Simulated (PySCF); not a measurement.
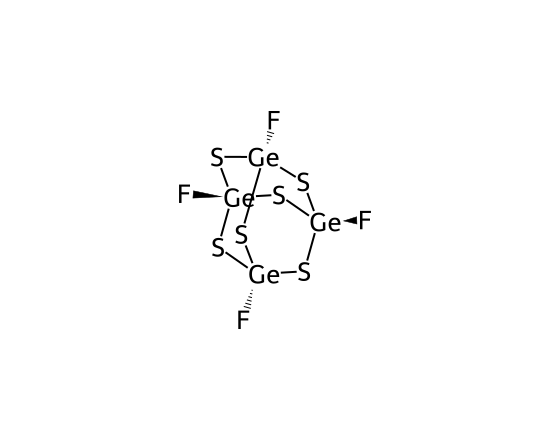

Source: calculation with PySCF.

Skeletal drawing of a molecule.

Transcribe the drawing into SMILES.

[F][Ge@]12[S][Ge@]3([F])[S][Ge@]([F])([S]1)[S][Ge@]([F])([S]2)[S]3

What is the molecular formula?

Ge4S6F4.

An optimisation with PBE0-D3(BJ)/def2-SVP gave a structure of which point group?

Td.
